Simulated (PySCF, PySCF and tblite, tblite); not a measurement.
# C4H9ClO3Si2: telling isomers apart by computed NMR, part 2 of 3

PySCF and tblite. Atoms count from 0.

## 6. GFN2-xTB relaxation, isomer B, conformer 1

The job: settings as JSON, then the geometry in Å.

```
{"job": {"xc": "GFN2-xTB", "basis": "xTB", "kind": "relax"}, "charge": 0, "multiplicity": 1}
C      3.148300    -1.264500     0.318700
C      2.126000    -0.163000     0.145900
O      2.378000     1.020200     0.283300
O      0.909600    -0.685500    -0.148400
C     -0.155800     0.264400    -0.348600
C     -1.347200    -0.518000    -1.012100
Si    -2.988600     0.359000    -0.587400
O     -2.555200     1.142500     0.868500
Si    -0.896900     1.168600     1.249300
Cl    -0.378800     3.140900     1.309400
H      2.853500    -1.905600     1.155600
H      4.115300    -0.825800     0.532000
H      3.205800    -1.840500    -0.593800
H      0.181800     1.050000    -1.051900
H     -1.202400    -0.593900    -2.089900
H     -1.385300    -1.537400    -0.598000
H     -3.315800     1.371800    -1.610200
H     -4.078400    -0.628200    -0.352300
H     -0.623700     0.454400     2.522500
```

Output:

```text
step      E/eV     max force
  0    -911.83549    1.843
  1    -911.96328    1.253
  2    -912.03722    1.368
  3    -912.07551    0.510
  4    -912.09995    0.408
  5    -912.11390    0.289
  6    -912.12428    0.274
  7    -912.13657    0.289
  8    -912.14542    0.240
  9    -912.15298    0.215
 10    -912.15911    0.194
 11    -912.16398    0.143
 12    -912.16733    0.140
 13    -912.16931    0.097
 14    -912.17044    0.080
 15    -912.17123    0.068
 16    -912.17201    0.082
 17    -912.17295    0.086
 18    -912.17420    0.091
 19    -912.17591    0.121
 20    -912.17810    0.128
 21    -912.18082    0.151
 22    -912.18437    0.178
 23    -912.18935    0.244
 24    -912.19627    0.370
 25    -912.20536    0.456
 26    -912.21697    0.403
 27    -912.23058    0.422
 28    -912.24347    0.547
 29    -912.23709    1.078
 30    -912.26895    0.329
 31    -912.28522    0.265
 32    -912.32389    0.742
 33    -912.33606    0.330
 34    -912.34668    0.310
 35    -912.36639    0.212
 36    -912.37364    0.198
 37    -912.38397    0.158
 38    -912.38840    0.140
 39    -912.39249    0.181
 40    -912.39658    0.164
 41    -912.40039    0.183
 42    -912.40353    0.147
 43    -912.40658    0.157
 44    -912.41046    0.159
 45    -912.41476    0.162
 46    -912.41805    0.132
 47    -912.41964    0.107
 48    -912.42122    0.096
 49    -912.42298    0.111
 50    -912.42483    0.096
 51    -912.42640    0.097
 52    -912.42800    0.098
 53    -912.42982    0.102
 54    -912.43175    0.112
 55    -912.43322    0.067
 56    -912.43413    0.118
 57    -912.43470    0.062
 58    -912.43524    0.054
 59    -912.43601    0.069
 60    -912.43697    0.086
 61    -912.43814    0.077
 62    -912.43900    0.051
 63    -912.43948    0.053
 64    -912.43982    0.049
 65    -912.44021    0.046
 66    -912.44063    0.042
 67    -912.44096    0.037
 68    -912.44096    0.037
 69    -912.44109    0.042
 70    -912.44139    0.032
 71    -912.44148    0.025
 72    -912.44160    0.025
 73    -912.44169    0.031
 74    -912.44186    0.036
 75    -912.44202    0.035
 76    -912.44217    0.033
 77    -912.44227    0.025
 78    -912.44237    0.028
 79    -912.44248    0.028
 80    -912.44262    0.034
 81    -912.44278    0.037
 82    -912.44295    0.030
 83    -912.44313    0.036
 84    -912.44330    0.028
 85    -912.44348    0.040
 86    -912.44367    0.038
 87    -912.44386    0.036
 88    -912.44403    0.030
 89    -912.44417    0.032
 90    -912.44432    0.036
 91    -912.44448    0.031
 92    -912.44464    0.029
 93    -912.44476    0.025
 94    -912.44483    0.022
 95    -912.44490    0.019
 96    -912.44496    0.017
 97    -912.44501    0.017
 98    -912.44506    0.017
 99    -912.44512    0.019
100    -912.44521    0.031
101    -912.44531    0.032
102    -912.44540    0.022
103    -912.44547    0.022
104    -912.44554    0.022
105    -912.44561    0.021
106    -912.44565    0.018
107    -912.44569    0.013
108    -912.44572    0.016
109    -912.44577    0.022
110    -912.44581    0.020
111    -912.44585    0.011
112    -912.44588    0.013
113    -912.44590    0.011
114    -912.44592    0.012
115    -912.44593    0.008
116    -912.44595    0.009
117    -912.44597    0.011
118    -912.44599    0.011
119    -912.44600    0.010
120    -912.44603    0.012
121    -912.44605    0.012
122    -912.44607    0.011
123    -912.44609    0.010
124    -912.44610    0.010
125    -912.44612    0.010
126    -912.44613    0.012
127    -912.44615    0.012
128    -912.44617    0.009
129    -912.44618    0.010
130    -912.44620    0.010
131    -912.44621    0.011
132    -912.44622    0.007
133    -912.44623    0.008
134    -912.44624    0.011
135    -912.44625    0.011
136    -912.44626    0.009
137    -912.44626    0.006
138    -912.44627    0.006
139    -912.44628    0.008
140    -912.44628    0.010
141    -912.44629    0.008
142    -912.44629    0.005
143    -912.44629    0.005
144    -912.44630    0.004
145    -912.44630    0.006
146    -912.44631    0.006
147    -912.44631    0.005
148    -912.44632    0.007
149    -912.44632    0.008
150    -912.44633    0.006
151    -912.44634    0.005
152    -912.44634    0.004
```

It took 1.6 s on 1 thread of Arm Neoverse V1, shared host.

Relaxing gained 0.611 eV and moved the atoms by 0.44 Å on average (rms).

## 7. Shieldings, isomer B, conformer 1: KT2/6-31G*

The job: settings as JSON, then the geometry in Å.

```
{"job": {"xc": "KT2", "basis": "6-31G*", "kind": "nmr", "pop": false}, "charge": 0, "multiplicity": 1}
C      3.089337    -1.144412     0.356764
C      1.841397    -0.312452     0.408786
O      1.594950     0.464793     1.313457
O      1.042087    -0.507542    -0.604748
C     -0.167399     0.275452    -0.627732
C     -1.349112    -0.573092    -1.072810
Si    -2.895755     0.407642    -0.517344
O     -2.229885     1.207479     0.728166
Si    -0.601685     1.120785     1.056301
Cl    -0.007874     3.023278     1.100843
H      3.068168    -1.863082     1.173556
H      3.955261    -0.502671     0.499291
H      3.152656    -1.665904    -0.592967
H      0.011120     1.055729    -1.380805
H     -1.299044    -0.793719    -2.137801
H     -1.308087    -1.528112    -0.545860
H     -3.326538     1.382445    -1.512957
H     -3.939739    -0.446929     0.028861
H     -0.639661     0.409562     2.319538
```

Output:

```text
coarse grid: 18056 points
cycle   1  E = -1437.1436033549  dE =  1.667e+00  |g| = 1.298e+00  |ddm| = 4.281e+00
cycle   2  E = -1435.6506914241  dE =  1.493e+00  |g| = 2.901e+00  |ddm| = 4.141e+00
cycle   3  E = -1437.4048005418  dE = -1.754e+00  |g| = 5.997e-01  |ddm| = 3.516e+00
cycle   4  E = -1437.4747067593  dE = -6.991e-02  |g| = 2.472e-01  |ddm| = 7.303e-01
cycle   5  E = -1437.4835864297  dE = -8.880e-03  |g| = 1.309e-01  |ddm| = 2.846e-01
cycle   6  E = -1437.4871211822  dE = -3.535e-03  |g| = 3.157e-02  |ddm| = 1.318e-01
cycle   7  E = -1437.4873065548  dE = -1.854e-04  |g| = 9.747e-03  |ddm| = 3.072e-02
cycle   8  E = -1437.4873282705  dE = -2.172e-05  |g| = 1.961e-03  |ddm| = 1.099e-02
cycle   9  E = -1437.4873291702  dE = -8.997e-07  |g| = 6.382e-04  |ddm| = 2.889e-03
final grid: 162408 points
cycle  10  E = -1437.2649874010  dE = -1.182e-04  |g| = 1.753e-02  |ddm| = 5.928e-02
cycle  11  E = -1437.2648579604  dE =  1.294e-04  |g| = 2.954e-02  |ddm| = 5.011e-02
cycle  12  E = -1437.2650558588  dE = -1.979e-04  |g| = 5.197e-03  |ddm| = 3.328e-02
cycle  13  E = -1437.2650615314  dE = -5.673e-06  |g| = 1.141e-03  |ddm| = 5.320e-03
cycle  14  E = -1437.2650617616  dE = -2.302e-07  |g| = 4.568e-04  |ddm| = 1.251e-03
cycle  15  E = -1437.2650618072  dE = -4.559e-08  |g| = 1.112e-04  |ddm| = 5.423e-04
cycle  16  E = -1437.2650618100  dE = -2.830e-09  |g| = 3.094e-05  |ddm| = 1.367e-04
cycle  17  E = -1437.2650618102  dE = -2.028e-10  |g| = 9.318e-06  |ddm| = 3.486e-05
converged SCF energy = -1437.2650618102

GIAO shielding tensors (ppm)
atom      isotropic    diamagn.    paramagn.     s11        s22        s33       span
  0 C      176.509     254.352     -77.843    159.710    168.517    201.300     41.591
  1 C       40.679     250.398    -209.719    -25.692     54.341     93.387    119.079
  2 O       -8.338     401.329    -409.667   -215.656    -85.609    276.252    491.909
  3 O      110.794     399.819    -289.025    -27.137    157.761    201.757    228.893
  4 C      126.466     250.024    -123.559     97.687    116.526    165.184     67.497
  5 C      175.516     251.635     -76.119    156.092    179.096    191.360     35.268
  6 Si     413.771     882.997    -469.226    375.296    392.972    473.046     97.750
  7 O      242.285     392.785    -150.500    168.243    258.675    299.938    131.695
  8 Si     416.684     880.201    -463.517    389.800    402.689    457.564     67.764
  9 Cl     932.942    1149.520    -216.578    825.700    944.511   1028.616    202.916
 10 H       30.324      29.157       1.167     27.096     28.545     35.331      8.235
 11 H       30.324      28.191       2.133     26.583     28.850     35.540      8.957
 12 H       30.647      30.204       0.442     26.008     30.718     35.214      9.206
 13 H       28.456      32.573      -4.116     25.763     28.282     31.324      5.560
 14 H       30.742      31.083      -0.341     26.532     28.517     37.179     10.647
 15 H       31.213      32.582      -1.370     27.256     29.382     37.000      9.744
 16 H       26.734      29.833      -3.100     23.070     24.354     32.777      9.707
 17 H       26.763      29.461      -2.698     23.209     24.384     32.696      9.487
 18 H       26.515      31.088      -4.573     22.085     25.709     31.752      9.667
```

It took 57 s on 1 thread of Arm Neoverse V1, shared host; peak memory 0.73 GiB.

In short: HOMO -6.60 eV, LUMO -1.17 eV; dipole 4.69 D.

## 8. Single-point energy, isomer B, conformer 1: B3LYP/def2-SVP

Changed since step 7:

```diff
@@ -1,2 +1,2 @@
-{"job": {"xc": "KT2", "basis": "6-31G*", "kind": "nmr", "pop": false}, "charge": 0, "multiplicity": 1}
+{"job": {"xc": "B3LYP", "basis": "def2-SVP", "kind": "sp"}, "charge": 0, "multiplicity": 1}
 C      3.089337    -1.144412     0.356764
```

Output:

```text
coarse grid: 18056 points
cycle   1  E = -1421.7906115945  dE =  1.668e+00  |g| = 1.215e+00  |ddm| = 4.668e+00
cycle   2  E = -1421.1265536422  dE =  6.641e-01  |g| = 2.207e+00  |ddm| = 3.172e+00
cycle   3  E = -1422.0522181010  dE = -9.257e-01  |g| = 3.419e-01  |ddm| = 2.338e+00
cycle   4  E = -1422.0737646462  dE = -2.155e-02  |g| = 1.346e-01  |ddm| = 4.003e-01
cycle   5  E = -1422.0767042699  dE = -2.940e-03  |g| = 5.029e-02  |ddm| = 1.293e-01
cycle   6  E = -1422.0772286133  dE = -5.243e-04  |g| = 1.038e-02  |ddm| = 5.197e-02
cycle   7  E = -1422.0772469972  dE = -1.838e-05  |g| = 3.645e-03  |ddm| = 1.053e-02
cycle   8  E = -1422.0772496826  dE = -2.685e-06  |g| = 6.978e-04  |ddm| = 3.565e-03
final grid: 162408 points
cycle   9  E = -1422.2795000457  dE = -3.727e-05  |g| = 6.416e-03  |ddm| = 3.050e-02
cycle  10  E = -1422.2794900832  dE =  9.963e-06  |g| = 9.392e-03  |ddm| = 1.390e-02
cycle  11  E = -1422.2795092783  dE = -1.920e-05  |g| = 1.193e-03  |ddm| = 8.400e-03
cycle  12  E = -1422.2795095383  dE = -2.600e-07  |g| = 3.580e-04  |ddm| = 1.213e-03
cycle  13  E = -1422.2795095582  dE = -1.984e-08  |g| = 1.536e-04  |ddm| = 3.587e-04
cycle  14  E = -1422.2795095626  dE = -4.481e-09  |g| = 3.294e-05  |ddm| = 1.500e-04
cycle  15  E = -1422.2795095629  dE = -2.296e-10  |g| = 1.038e-05  |ddm| = 4.028e-05
converged SCF energy = -1422.2795095629
```

Run time: 20 s. Hardware: 1 thread of Arm Neoverse V1, shared host; peak memory 0.71 GiB.

This run: HOMO -7.70 eV, LUMO -0.47 eV; dipole 4.35 D.

## 9. The ensemble, isomer B: properties at KT2/6-31G*

The job: settings as JSON, then the geometry in Å.

```
{"job": {"study": "conf", "smiles": "CC(=O)O[C@H]1C[SiH2]O[Si@@H]1Cl", "search": {"seed": 4017, "n_embed": 150, "ff_keep": 22, "window": 2.5, "nmax": 6, "temps": [250, 298.15, 350], "t_ref": 298.15, "order": 0.002}, "level": {"nmr": {"xc": "KT2", "basis": "6-31G*"}, "sp": {"xc": "B3LYP", "basis": "def2-SVP"}}, "kind": "conf"}, "charge": 0, "multiplicity": 1}
C      3.089337    -1.144412     0.356764
C      1.841397    -0.312452     0.408786
O      1.594950     0.464793     1.313457
O      1.042087    -0.507542    -0.604748
C     -0.167399     0.275452    -0.627732
C     -1.349112    -0.573092    -1.072810
Si    -2.895755     0.407642    -0.517344
O     -2.229885     1.207479     0.728166
Si    -0.601685     1.120785     1.056301
Cl    -0.007874     3.023278     1.100843
H      3.068168    -1.863082     1.173556
H      3.955261    -0.502671     0.499291
H      3.152656    -1.665904    -0.592967
H      0.011120     1.055729    -1.380805
H     -1.299044    -0.793719    -2.137801
H     -1.308087    -1.528112    -0.545860
H     -3.326538     1.382445    -1.512957
H     -3.939739    -0.446929     0.028861
H     -0.639661     0.409562     2.319538
```

Output:

```text
conformer  sym    E(xTB)   E(DFT)   G(298.15 K)  weight  dipole/D
    1     C1      0.000    0.000    0.000   1.0000    4.346

mean shielding (ppm) by class
class atoms           250 K   298.15 K      350 K
  0 C  0            176.509    176.509    176.509
  1 C  1             40.679     40.679     40.679
  2 O  2             -8.338     -8.338     -8.338
  3 O  3            110.794    110.794    110.794
  4 C  4            126.466    126.466    126.466
  5 C  5            175.516    175.516    175.516
  6 Si 6            413.771    413.771    413.771
  7 O  7            242.286    242.286    242.286
  8 Si 8            416.684    416.684    416.684
  9 Cl 9            932.942    932.942    932.942
 10 H  10,11,12      30.432     30.432     30.432
 11 H  13            28.456     28.456     28.456
 12 H  14            30.742     30.742     30.742
 13 H  15            31.213     31.213     31.213
 14 H  16            26.734     26.734     26.734
 15 H  17            26.763     26.763     26.763
 16 H  18            26.515     26.515     26.515
```

Run time: 84 s. Hardware: 1 thread of Arm Neoverse V1, shared host. This counts the runs that the step sums up.

The search (ETKDG and KDG, MMFF94s, GFN2-xTB) embedded 150 structures, kept 6 distinct ones after the force field and 2 after xTB; 1 was carried on (window 2.5 kcal/mol at the search's own energies). Energies: B3LYP/def2-SVP with D3(BJ).

The conformers at 298 K:

```tsv
no.	group	mirror pair	ΔE xTB	ΔE DFT	ΔG	weight (%)	μ (D)	O2–C1–O3–C4 (°)	C1–O3–C4–Si8 (°)	A, B, C (GHz)
1	C1	no	0.00	0.00	0.00	100.0	4.35	1	-15	1.20, 0.72, 0.49
```

Energies in kcal/mol. ΔG holds xTB vibrations and rotation, symmetry numbers and mirror pairs.

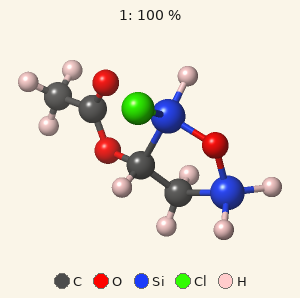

The one conformer.

Shifts against references run at the same level (17O H2O 320.2, 13C TMS 194.6, 1H TMS 32.38, 29Si TMS 408.6 ppm of shielding), by class of atoms, at 298 K:

```tsv
atoms	environment	average
C1	ester carbonyl carbon	154.0
C4	sp3 CH bonded to O and Si	68.2
C5	sp3 CH2 bonded to Si	19.1
C0	methyl carbon α to a carbonyl	18.1
H18	hydrogen on a silicon bonded to C, Cl, O, in a 5-membered ring	5.87
H16	hydrogen on a silicon bonded to C, O, in a 5-membered ring	5.65
H17	hydrogen on a silicon bonded to C, O, in a 5-membered ring	5.62
H13	hydrogen on an sp3 CH bonded to O and Si	3.93
H10, H11, H12	hydrogen on a methyl carbon α to a carbonyl	1.95
H14	hydrogen on an sp3 CH2 bonded to Si	1.64
H15	hydrogen on an sp3 CH2 bonded to Si	1.17
O2	ester carbonyl oxygen	328.5
O3	ester alkoxy oxygen	209.4
O7	oxygen bonded to 2 Si, in a 5-membered ring	77.9
Si6	silicon bonded to C, O, 2 H, in a 5-membered ring	-5.1
Si8	silicon bonded to C, Cl, O, H, in a 5-membered ring	-8.1
Cl9	chlorine bonded to Si	933 (σ)
```

Effective distances for nuclear Overhauser effects, ⟨r⁻⁶⟩^(−1/6) over all pairs of two classes (Å): H14···H15 1.75; H13···H14 2.39; H16···H17 2.47; H15···H17 2.90; H13···H15 3.02; H14···H16 3.04; H13···H16 3.36; H14···H17 3.43.

(Continued in part 3 of 3.)
